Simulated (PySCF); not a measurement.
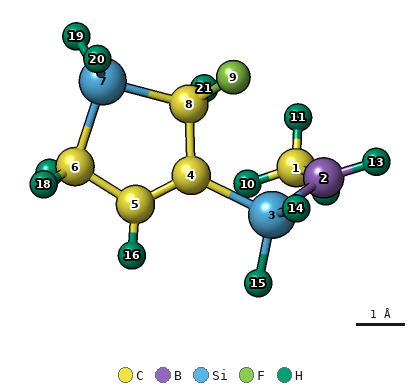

Figure 1. The structure as given in the input (ball-and-stick view, seen at a tilt; atoms are numbered from 1 in the order of the input).

## NMR shielding calculation, with input and output: C$_{5}$H$_{12}$BFSi$_{2}$

- system: C$_{5}$H$_{12}$BFSi$_{2}$
- method: GIAO PBE0/pcSseg-1 NMR shielding, non-relativistic, gas phase (PySCF 2.14.0)

The geometry comes from this level: GFN2-xTB. It belongs to a series of runs on one base structure; here: BH inserted into a C-Si bond. Figures and captions count atoms from 1; the log counts them from 0 in places.

**Output**
```
coarse grid: 18296 points
cycle   1  E = -900.5718211500  dE =  8.034e-01  |g| = 5.909e-01  |ddm| = 4.123e+00
cycle   2  E = -900.5424101767  dE =  2.941e-02  |g| = 7.408e-01  |ddm| = 1.104e+00
cycle   3  E = -900.6472805016  dE = -1.049e-01  |g| = 6.698e-02  |ddm| = 6.367e-01
cycle   4  E = -900.6477973747  dE = -5.169e-04  |g| = 3.488e-02  |ddm| = 6.756e-02
cycle   5  E = -900.6480422921  dE = -2.449e-04  |g| = 6.679e-03  |ddm| = 3.654e-02
cycle   6  E = -900.6480531625  dE = -1.087e-05  |g| = 1.971e-03  |ddm| = 1.032e-02
cycle   7  E = -900.6480542505  dE = -1.088e-06  |g| = 3.184e-04  |ddm| = 2.415e-03
final grid: 167168 points
cycle   8  E = -900.7062545863  dE = -4.484e-05  |g| = 8.532e-03  |ddm| = 3.127e-02
cycle   9  E = -900.7062421878  dE =  1.240e-05  |g| = 1.140e-02  |ddm| = 1.802e-02
cycle  10  E = -900.7062730792  dE = -3.089e-05  |g| = 1.155e-03  |ddm| = 1.044e-02
cycle  11  E = -900.7062733030  dE = -2.238e-07  |g| = 3.169e-04  |ddm| = 1.195e-03
cycle  12  E = -900.7062733196  dE = -1.657e-08  |g| = 5.091e-05  |ddm| = 2.711e-04
cycle  13  E = -900.7062733201  dE = -5.834e-10  |g| = 1.881e-05  |ddm| = 7.944e-05
```

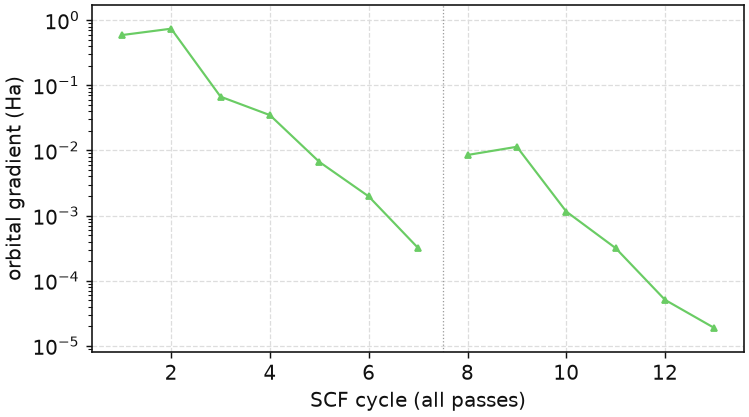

Figure 2. Convergence of the self-consistent field: orbital gradient against the SCF cycle. The dotted line marks the change from a coarse to the final integration grid. The first 7 cycles use a coarse grid, the final grid takes over at cycle 8, and the field converges after 13 cycles in all.

```
converged SCF energy = -900.7062733201

GIAO shielding tensors (ppm)
atom      isotropic    diamagn.    paramagn.     s11        s22        s33       span
  0 C      164.439     253.370     -88.932    126.387    170.147    196.781     70.394
  1 B      -15.886     196.259    -212.145   -127.469    -60.091    139.902    267.371
  2 Si     429.915     882.242    -452.327    399.133    424.236    466.377     67.244
  3 C       35.272     264.522    -229.250    -63.674     28.330    141.158    204.832
  4 C       35.536     254.989    -219.453    -73.013     46.521    133.100    206.113
  5 C      166.727     255.234     -88.507    147.343    157.501    195.338     47.995
  6 Si     381.104     880.410    -499.306    337.138    381.859    424.315     87.177
  7 C       86.298     247.906    -161.608     41.493     80.578    136.822     95.329
  8 F      408.313     475.214     -66.902    371.149    408.232    445.557     74.408
  9 H       29.581      34.306      -4.726     26.362     29.566     32.815      6.453
 10 H       30.269      30.439      -0.171     26.000     29.354     35.451      9.451
 11 H       30.195      27.409       2.786     25.646     28.275     36.663     11.017
 12 H       21.305      29.852      -8.547     10.898     25.691     27.326     16.428
 13 H       27.104      29.371      -2.267     23.757     25.286     32.268      8.511
 14 H       27.320      30.131      -2.811     24.502     26.135     31.323      6.820
 15 H       25.150      33.909      -8.758     22.234     24.951     28.266      6.032
 16 H       29.815      30.455      -0.639     25.839     27.057     36.550     10.711
 17 H       29.689      28.794       0.895     25.260     27.234     36.572     11.313
 18 H       27.311      28.730      -1.419     24.164     24.906     32.864      8.700
 19 H       27.389      28.740      -1.351     24.248     25.153     32.766      8.517
 20 H       26.137      33.341      -7.204     24.625     25.816     27.969      3.344
```

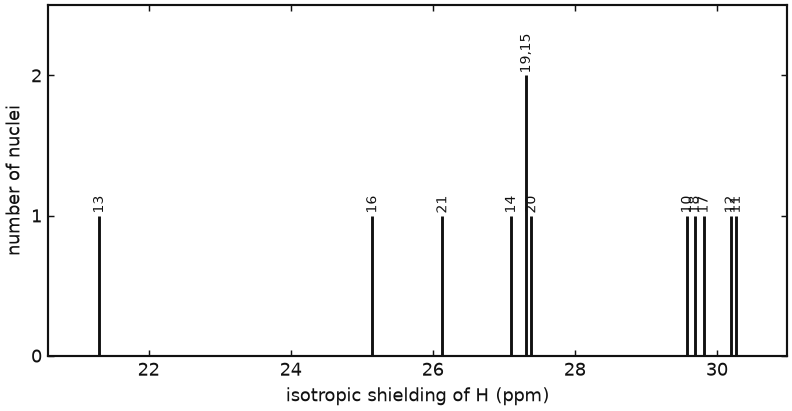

Figure 3. Isotropic shieldings of the hydrogen nuclei in this fixed geometry, labelled by atom number; shielding grows to the right, so chemical shift grows to the left. The least shielded is H13 (21.3 ppm), the most shielded H11 (30.3 ppm).

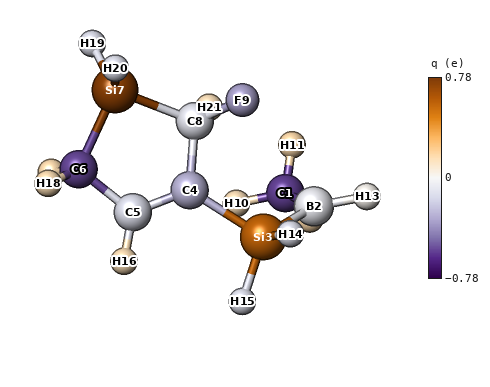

Figure 4. IAO charges, as the colour of each atom (ball-and-stick view, seen at a tilt; atoms are numbered from 1 in the order of the input). By element: C −0.56 to −0.09, B −0.05, Si +0.58 to +0.74, F −0.34 and H −0.12 to +0.17 e.

This output came from the following input.

**Input file**
```
{"job": {"kind": "nmr", "xc": "PBE0", "basis": "pcSseg-1"}, "charge": 0, "multiplicity": 1}
C      2.957009     0.171518     0.676406
B      2.612512    -0.385467    -0.753236
Si     1.013504     0.206256    -1.729021
C     -0.472857     0.184229    -0.550976
C     -1.365440     1.153434    -0.389094
C     -2.514322     0.980599     0.565408
Si    -2.444142    -0.863085     1.045167
C     -0.678789    -1.042069     0.298732
F     -0.511234    -2.201287    -0.460492
H      2.268593     0.920485     1.064876
H      2.997803    -0.646535     1.398425
H      3.959093     0.603914     0.686518
H      3.355215    -1.179883    -1.197536
H      0.603492    -0.595947    -2.896368
H      1.076623     1.599355    -2.222340
H     -1.289336     2.085309    -0.930038
H     -2.380325     1.639722     1.426887
H     -3.446662     1.289576     0.090210
H     -2.459840    -1.101384     2.490075
H     -3.401018    -1.699870     0.326289
H      0.111201    -1.101929     1.059635
```

The first line tells a small driver script what to run in PySCF; the rest is the geometry in Å.

Launch command:
```bash
OMP_NUM_THREADS=1 python <driver script> task.json out
```

**Results in brief**

| quantity | value |
| --- | --- |
| outcome | converged |
| total energy | −900.706273 hartree |
| HOMO | −7.26 eV |
| LUMO | −2.00 eV |
| dipole moment | 2.61 D |
| isotropic shielding, C | 35.3 to 166.7 ppm |
| isotropic shielding, B | −15.9 ppm |
| isotropic shielding, Si | 381.1 to 429.9 ppm |
| isotropic shielding, F | 408.3 ppm |
| isotropic shielding, H | 21.3 to 30.3 ppm |
| hardware | 1 CPU thread, shared host |
| wall time | 97 s |
| peak memory | 1.1 GiB |
